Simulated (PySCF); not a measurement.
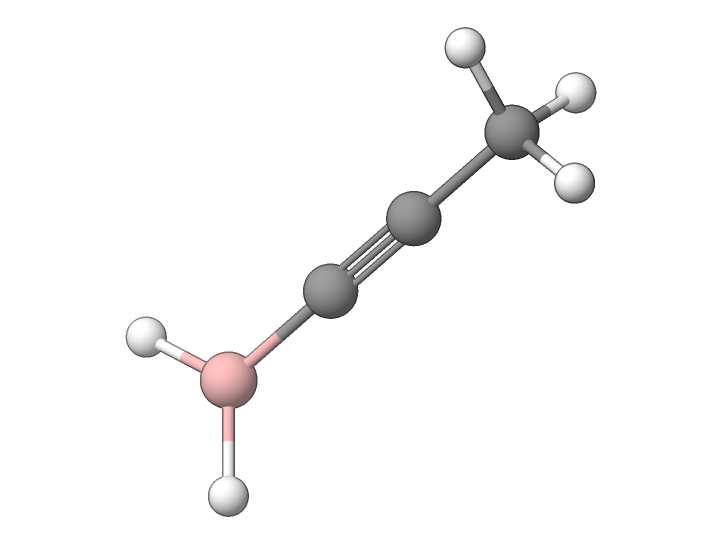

Rendered structure (ball-and-stick style). Colours: boron pink, carbon grey, hydrogen white.

Computed geometry: PBE0-D3(BJ)/def2-SVP optimisation. No frequency run is at hand to confirm it as a minimum.

**What is the molecular formula?**

C3H5B, 9 atoms: 3 carbon, 5 hydrogen and 1 boron.

**Describe its rings.**

It has no ring.

**How many bonds of each kind are drawn?**

3 C–H, 2 C–C, 2 B–H, 1 C–B.

More results for the same structure follow; atom numbers are the same in all pictures, views and colours differ.

## Geometry

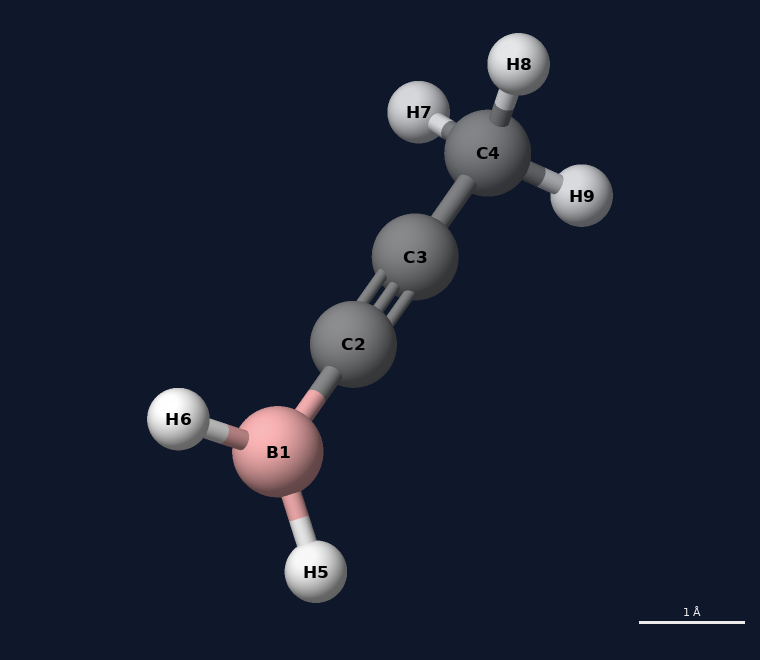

No frequency run is at hand to confirm it as a minimum.

**What is the geometry at C2?**

C2 has 2 neighbours (B1 at 1.50, C3 at 1.22 Å); the arrangement is linear.

**Describe the coordination of atom 3.**

C3 has 2 neighbours (C2 at 1.22, C4 at 1.45 Å); the arrangement is linear.

**How are the neighbours of atom 4 arranged?**

C4 has 4 neighbours (C3 at 1.45, H7 at 1.10, H8 at 1.10, H9 at 1.10 Å); the arrangement is tetrahedral.

**How are the neighbours of atom 1 arranged?**

B1 has 3 neighbours (C2 at 1.50, H5 at 1.21, H6 at 1.21 Å); the arrangement is trigonal planar.

## Excitation

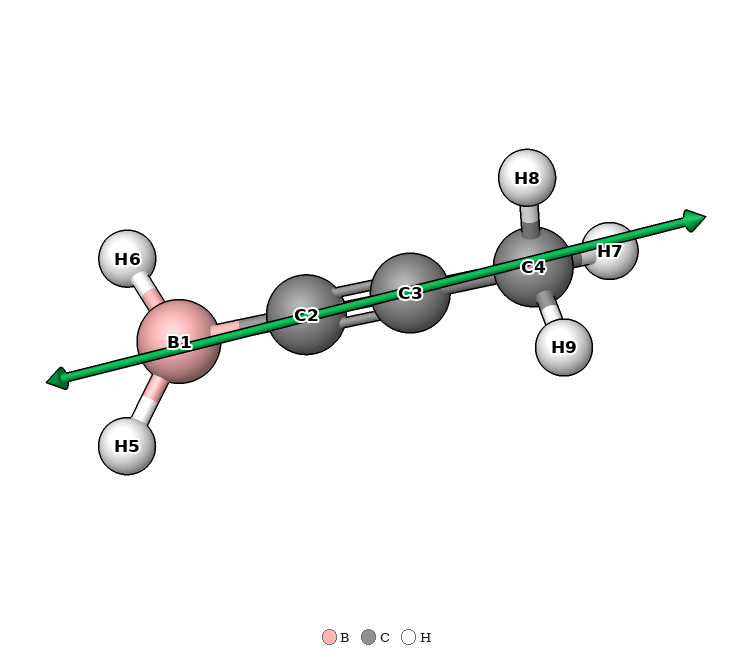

The double arrow shows the direction of the transition dipole to excited singlet state 2 (its length means nothing). No frequency run is at hand to confirm it as a minimum. Level of theory: TDDFT ωB97X-D/def2-SVPD, vertical, gas phase, core orbitals frozen in the response (PySCF 2.14.0).

**How is the transition polarised?**

Nearly parallel to the C3–C4 bond.

**Give its energy, strength and character.**

5.38 eV (230 nm), oscillator strength 0.12, mainly HOMO−1 → LUMO (weight 0.83); transition dipole 2.42 D.

## NMR shielding

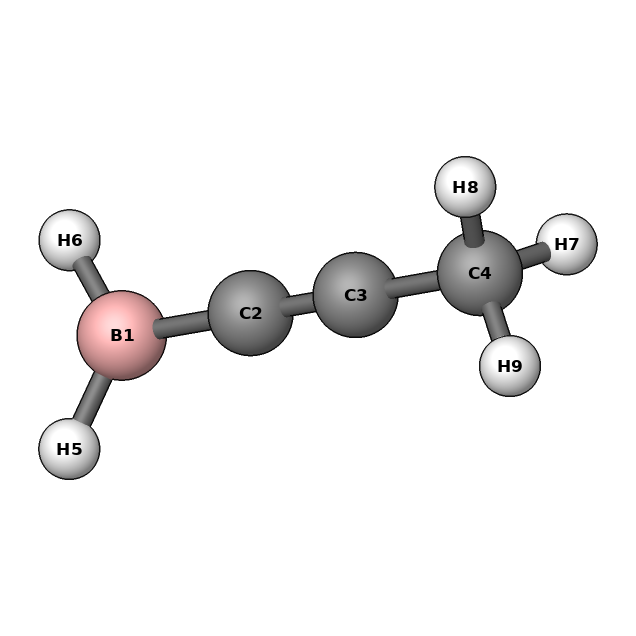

No frequency run is at hand to confirm it as a minimum. Properties computed with GIAO PBE0/pcSseg-1 NMR shielding, non-relativistic, IEF-PCM cyclohexane (PySCF 2.14.0). Principal shieldings σ11 ≤ σ22 ≤ σ33, span Ω = σ33 − σ11, skew κ = 3(σiso − σ22)/Ω.

**Which C atom has the most anisotropic shielding?**

C2, with a span of 282 ppm.

Give the shielding tensors of the C atoms.

| atom | σ11 | σ22 | σ33 | σiso | Ω | κ |
| --- | --- | --- | --- | --- | --- | --- |
| C2 | −12.5 | −2.3 | 269.2 | 84.8 | 281.7 | 0.93 |
| C3 | −33.2 | 3.4 | 95.9 | 22.1 | 129.1 | 0.43 |
| C4 | 168.8 | 170.6 | 188.8 | 176.1 | 19.9 | 0.82 |

Shieldings and span in ppm.

## Polarisability

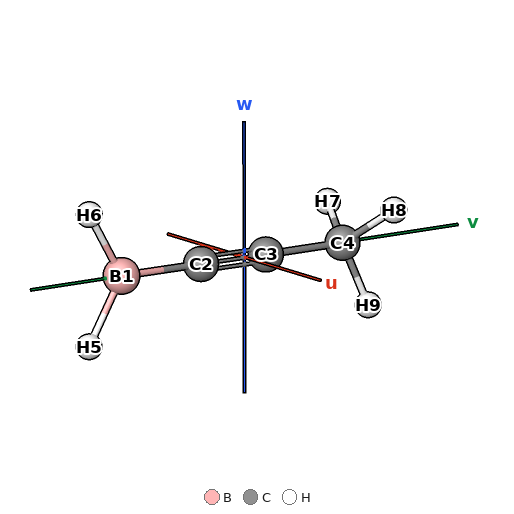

The lines u, v and w are the principal axes of the static dipole polarisability. No frequency run is at hand to confirm it as a minimum. Computed with ωB97X-D/def2-SVPD (PySCF 2.14.0).

**Along which axis is the molecule most polarisable, and along which least?**

Most along v (nearly parallel to the C3–C4 bond), least along u.

**Give the three principal values.**

u 37.1, v 84.2, w 40.9 bohr³; mean 54.1, anisotropy 45.3 bohr³.

## Charges

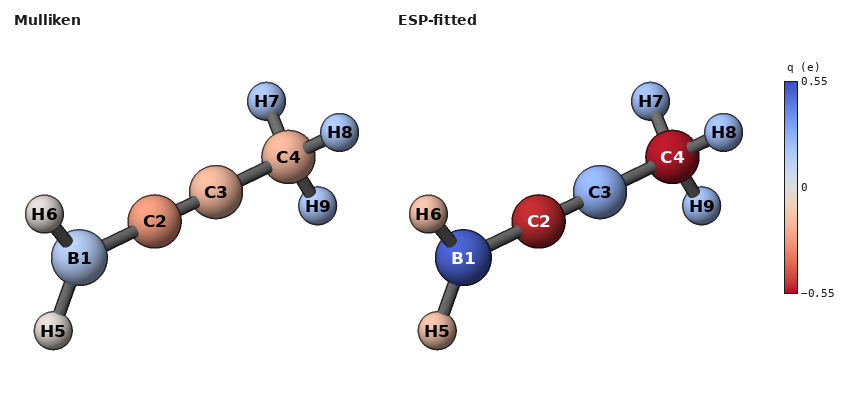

Atomic charges of one calculation by 2 schemes, on one colour scale. No frequency run is at hand to confirm it as a minimum. Method: PBE0/pcSseg-1 in chloroform (IEF-PCM) (PySCF 2.14.0).

**Which scheme gives the most polar picture (largest mean size of the charges)?**

The ESP-fitted charges are the largest in size here.

**On which atom do the schemes disagree most?**

On C3 (from −0.17 to 0.24 e).

List the charges (e), one line for each set of equivalent atoms. Atoms whose distances differ by more than 0.02 Å in this geometry are listed apart.

```json
{"atom": "B1", "Mulliken": "0.14", "ESP-fitted": "0.49"}
{"atom": "C2", "Mulliken": "−0.26", "ESP-fitted": "−0.51"}
{"atom": "C3", "Mulliken": "−0.17", "ESP-fitted": "0.24"}
{"atom": "C4", "Mulliken": "−0.18", "ESP-fitted": "−0.53"}
{"atom": "H5", "Mulliken": "−0.02", "ESP-fitted": "−0.14"}
{"atom": "H6", "Mulliken": "−0.02", "ESP-fitted": "−0.14"}
{"atom": "H7", "Mulliken": "0.17", "ESP-fitted": "0.20"}
{"atom": "H8", "Mulliken": "0.17", "ESP-fitted": "0.20"}
{"atom": "H9", "Mulliken": "0.17", "ESP-fitted": "0.19"}
```

Mulliken values depend strongly on the basis set and can even reverse the polarity of a bond.
